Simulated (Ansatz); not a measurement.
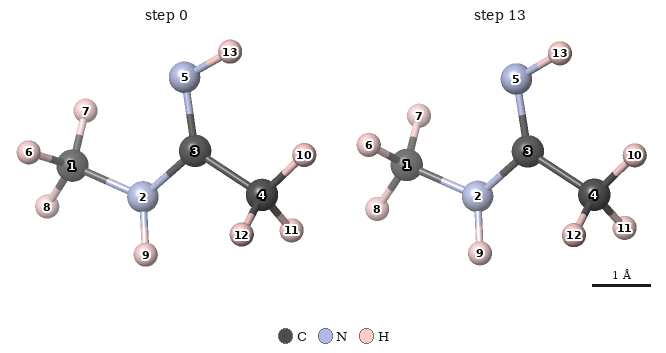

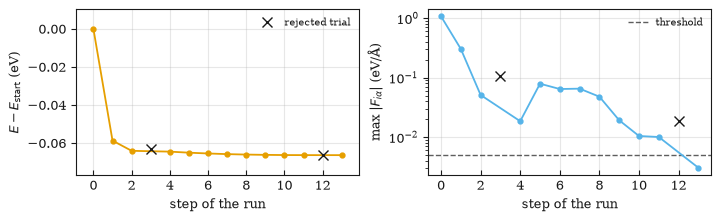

First and last geometry of a relaxation of C$_{3}$H$_{8}$N$_{2}$, with the history of the run. The picture is a ball-and-stick view, seen at a tilt.

The start comes from PBE-D4/def2-SVP.

These are results of RKS PBE0-D4/def2-TZVP in Ansatz, not measurements.

Input file:
```yaml
crystal:
  periodic: [false, false, false]
  atoms:
    - {symbol: C, position_ang: [-1.614958, 1.004729, 0.552337]}
    - {symbol: N, position_ang: [-0.821777, -0.107876, 0.079675]}
    - {symbol: C, position_ang: [0.533093, 0.021889, -0.144625]}
    - {symbol: C, position_ang: [1.220782, -1.280571, -0.517151]}
    - {symbol: N, position_ang: [1.088639, 1.186229, -0.045047]}
    - {symbol: H, position_ang: [-1.450289, 1.232903, 1.631975]}
    - {symbol: H, position_ang: [-1.328372, 1.914375, -0.009741]}
    - {symbol: H, position_ang: [-2.690967, 0.796262, 0.391485]}
    - {symbol: H, position_ang: [-1.188954, -1.049640, 0.206922]}
    - {symbol: H, position_ang: [2.283924, -1.104973, -0.763673]}
    - {symbol: H, position_ang: [0.729052, -1.755394, -1.391827]}
    - {symbol: H, position_ang: [1.176301, -2.006848, 0.322333]}
    - {symbol: H, position_ang: [2.083826, 1.114014, -0.297863]}
basis:
  gaussian: {orbitals: def2-TZVP}
hamiltonian: {xc: pbe0, dispersion: d4}
relax: {f_tol: 0.005, max_steps: 150}
```

Launched with:
```bash
ansatz run in.yaml --threads 4 --pin off --events-out ev --progress --plain --max-ram 10444MiB
```

What do the curves and the structures tell?

It converged. Over 11 accepted moves (13 points after the start) the energy falls by 0.066 eV. Largest force component: 1.1 eV/Å at the start, 0.0031 eV/Å at the end. The line search rejected the trial steps at points 3, 12 of the run. The atom that moves furthest after the best rigid fit is H6 (0.18 Å). By element the largest moves are H 0.18 Å, N 0.05 Å, C 0.02 Å. Some distances before and after: C1–H6 1.116 → 1.096 Å, C3–N5 1.294 → 1.277 Å, C1–H7 1.107 → 1.091 Å, N2–C3 1.379 → 1.363 Å. Cost: 35 s on 4 threads of Arm Neoverse V2, with other jobs on the host.

| step | E − E(0), eV | largest force component, eV/Å | note |
| --- | --- | --- | --- |
| 0 | 0.0000 | 1.0784 |  |
| 1 | -0.0586 | 0.3049 |  |
| 2 | -0.0640 | 0.0512 |  |
| 3 | -0.0633 | 0.1074 | rejected |
| 4 | -0.0644 | 0.0185 |  |
| 5 | -0.0650 | 0.0793 |  |
| 6 | -0.0654 | 0.0645 |  |
| 7 | -0.0657 | 0.0654 |  |
| 8 | -0.0660 | 0.0479 |  |
| 9 | -0.0661 | 0.0192 |  |
| 10 | -0.0662 | 0.0105 |  |
| 11 | -0.0663 | 0.0101 |  |
| 12 | -0.0663 | 0.0189 | rejected |
| 13 | -0.0663 | 0.0031 |  |
